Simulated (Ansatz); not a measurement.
# r2SCAN/STO-3G run of SiH2F2 (SiF2H2)

Aim: the energy change on altering one bond length of SiH2F2 (SiF2H2) at r2SCAN/STO-3G, from 2 runs. 

Program for the calculation: Ansatz 0.2.0.

54 further runs of the same task are left out: 4 that didn't finish, 50 set aside as unsound or not needed.

## 1. The molecule

SiH2F2: 5 atoms, total charge 0, spin state singlet. As SMILES, `[H][Si]([H])(F)F`. Geometry: relaxed at GFN2-xTB.

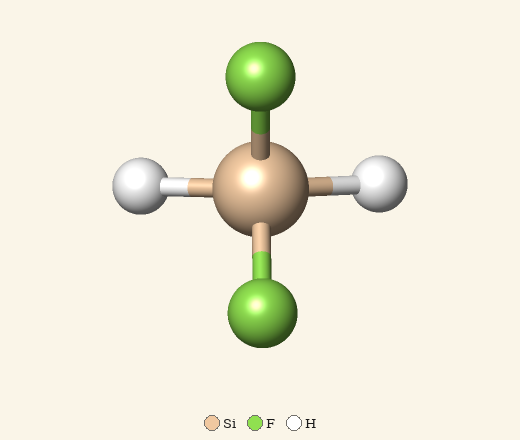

The structure, seen from a chosen angle (silicon light orange, fluorine green, hydrogen white).

## 2. A single-point energy at r2SCAN/STO-3G

Contents of input.yaml:

```yaml
basis:
  gaussian:
    orbitals: STO-3G
crystal:
  periodic: [false, false, false]
  atoms:
    - {symbol: Si, position_ang: [-0.091360, 0.000560, -0.064290]}
    - {symbol: F, position_ang: [0.009240, -0.018840, 1.526500]}
    - {symbol: F, position_ang: [1.436020, 0.010630, -0.519740]}
    - {symbol: H, position_ang: [-0.680140, 1.257800, -0.455540]}
    - {symbol: H, position_ang: [-0.673740, -1.250150, -0.486920]}
hamiltonian:
  xc: r2scan
accuracy: high
```

The run is started by

```console
$ ansatz run input.yaml --threads 1 --pin off --max-ram 2610MiB --events-out events.jsonl --progress --plain --runs-dir runs
```

Log:

```text
Warning: RAYON_NUM_THREADS=1 ignored (pool sized by the plan → 1); use --threads N
Functional definition: r2SCAN
  name "r2SCAN"
  parameter k0 = 0.174
  parameter k1 = 0.065
  parameter a1 = 4.9479
  exchange = r2scan_x(k0 = k0, k1 = k1, a1 = a1)
  correlation = r2scan_c
387 factors; integrals over basis functions are off by at most 2.0e-8 eV
mean field evaluation 1: about -13170.2428 eV, gradient 2.3e1 eV
mean field evaluation 2: about -13169.9823 eV, gradient 2.5e1 eV
mean field evaluation 4: about -13172.0650 eV, gradient 2.6e-1 eV
mean field evaluation 8: about -13172.0123 eV, gradient 4.2e-3 eV
mean field evaluation 16: about -13172.0123 eV, gradient 2.7e-8 eV
mean field -13172.01228624 eV, -484.0625232087 hartree, gradient 2.7e-8 eV, S^2 0.000000; 0 other end points of the search recorded, 0 dependent functions left out
reference -13172.01228655 eV, -484.0625232199 hartree; 17, 17 occupied and 4, 4 virtual orbitals, 387 factors
Total energy: -13172.01228655 eV, -484.0625232199 hartree
```

Run time: 2.8 s. Hardware: 1 thread of Arm Neoverse V1, shared host; peak memory 0.14 GiB.

## 3. The distorted shape, same level

Contents of input.yaml:

```yaml
crystal:
  periodic: [false, false, false]
  atoms:
    - {symbol: Si, position_ang: [-0.116510, 0.005410, -0.461980]}
    - {symbol: F, position_ang: [0.009240, -0.018840, 1.526500]}
    - {symbol: F, position_ang: [1.410870, 0.015480, -0.917430]}
    - {symbol: H, position_ang: [-0.705290, 1.262650, -0.853230]}
    - {symbol: H, position_ang: [-0.698890, -1.245300, -0.884610]}
basis:
  gaussian:
    orbitals: STO-3G
hamiltonian:
  xc: {name: r2SCAN}
accuracy: high
total_charge: 0
```

The run is started by

```console
$ ansatz run input.yaml --threads 1 --pin off --max-ram 2610MiB --events-out events.jsonl --progress --plain --runs-dir runs
```

Log, shortened:

```text
Warning: RAYON_NUM_THREADS=1 ignored (pool sized by the plan → 1); use --threads N
[... 7 set-up lines as earlier in the session ...]
379 factors; integrals over basis functions are off by at most 2.3e-8 eV
mean field evaluation 1: about -13167.9446 eV, gradient 2.6e1 eV
mean field evaluation 2: about -13156.4044 eV, gradient 6.5e1 eV
mean field evaluation 4: about -13170.7518 eV, gradient 5.9e0 eV
mean field evaluation 8: about -13170.8249 eV, gradient 3.2e-2 eV
mean field evaluation 16: about -13170.8249 eV, gradient 4.0e-8 eV
mean field -13170.82486708 eV, -484.0188863595 hartree, gradient 4.1e-8 eV, S^2 0.000000; 0 other end points of the search recorded, 0 dependent functions left out
reference -13170.82486739 eV, -484.0188863708 hartree; 17, 17 occupied and 4, 4 virtual orbitals, 379 factors
Total energy: -13170.82486739 eV, -484.0188863708 hartree
```

It took 2.8 s on 1 thread of Arm Neoverse V1, shared host; peak memory 0.14 GiB.

## 4. Outcome

Level: r2SCAN/STO-3G.

| quantity | value |
| --- | --- |
| first shape: total energy | -484.06252 Eh |
| distorted shape: total energy | -484.01889 Eh |
| energy change with the Si1–F2 bond stretched from 1.594 to 1.993 Å | 1.187 eV |

**Reading.** With the Si1–F2 bond stretched from 1.594 to 1.993 Å the energy rises by 1.19 eV (115 kJ/mol). The first shape isn't relaxed at this level, so the change isn't measured from a minimum. The minimal basis adds a large error of its own.
